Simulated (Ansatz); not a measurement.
Potential energy curve for SMILES BO (H₃BO). The B1–O4 bond (B1 also carries H, H; O4 carries H) is stretched with both fragments frozen at the PBE0/def2-TZVP optimised geometry.

Methods: RKS-B3LYP = restricted B3LYP/cc-pVTZ in Ansatz (a quantum-chemistry and plane-wave program); RKS-PBE = restricted PBE/cc-pVTZ (Ansatz); UKS-PBE = unrestricted PBE/cc-pVTZ (Ansatz); UKS-B3LYP = unrestricted B3LYP/cc-pVTZ (Ansatz); UCCSD(T) = CCSD(T) on UHF/cc-pVTZ, frozen core (Ansatz).

Cost and agreement with UCCSD(T) over the 21 points of the scan, with UCCSD(T) as yardstick. Costs are rough ratios of core time within Ansatz on shared cores, each with its mean field (Kohn-Sham runs search longer for lower solutions than correlated ones do); the miss is the largest difference from UCCSD(T) of the curve after the mean shift, in kcal/mol.

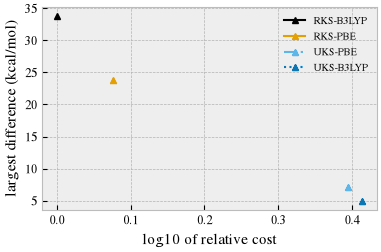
*Miss against cost, one point a level.*

| level | relative cost | largest difference |
|---|---|---|
| RKS-B3LYP | 1 | 33.8 |
| RKS-PBE | 1 | 23.8 |
| UKS-PBE | 2 | 7.2 |
| UKS-B3LYP | 3 | 5.0 |

Costs within a factor of two of each other count as equal.

The restricted form behind RKS-B3LYP, RKS-PBE keeps the bonding electrons paired and can't separate into open-shell fragments. The unrestricted determinant behind UKS-PBE is spin-contaminated at 2.67 to 4.73 Å (<S²> up to 0.9, against 0.00 for a pure singlet). The unrestricted determinant behind UKS-B3LYP is spin-contaminated at 2.43 to 4.73 Å (<S²> up to 1.0, against 0.00 for a pure singlet). The unrestricted determinant behind UCCSD(T) is spin-contaminated at 2.19 to 4.73 Å (<S²> up to 1.0, against 0.00 for a pure singlet).
